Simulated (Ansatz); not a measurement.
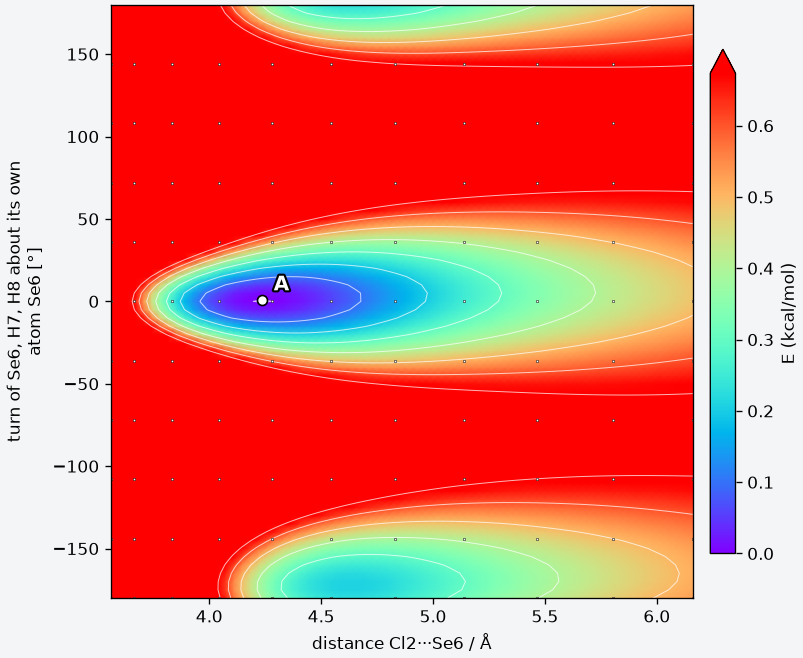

The pair ClH₃Si···H₂Se. The turn is about an axis along (0.47, −0.87, 0.16) in the frame of the relaxed pair, normal to the line between the partners. Coordinates scanned: (1) distance Cl2···Se6; (2) turn of Se6, H7, H8 about its own atom Se6. The grid has 11 × 10 points. Points are written as (first, second). Energies are in kcal/mol, from the lowest grid point. Theory: RHF/def2-SVPD (Ansatz).

In the figure: a smooth colour map with a few white contour lines, dots at the grid points, one colour for all values above the top of the scale, the well A. Between grid points the surface is interpolated.

### Estimate the position of the minimum and the force constants in these coordinates. Take the well at A.

The interpolated minimum is at distance Cl2···Se6 ≈ 4.236 Å, the second coordinate ≈ 1°. The curvatures there are about 0.079 eV/Å² and 0.16 eV/rad², with a cross term of about −0.008 eV/(Å·rad). Round the minimum the two coordinates are weakly coupled (coupling −0.08 in units of the two stiffnesses). (1 eV is 23.1 kcal/mol.)
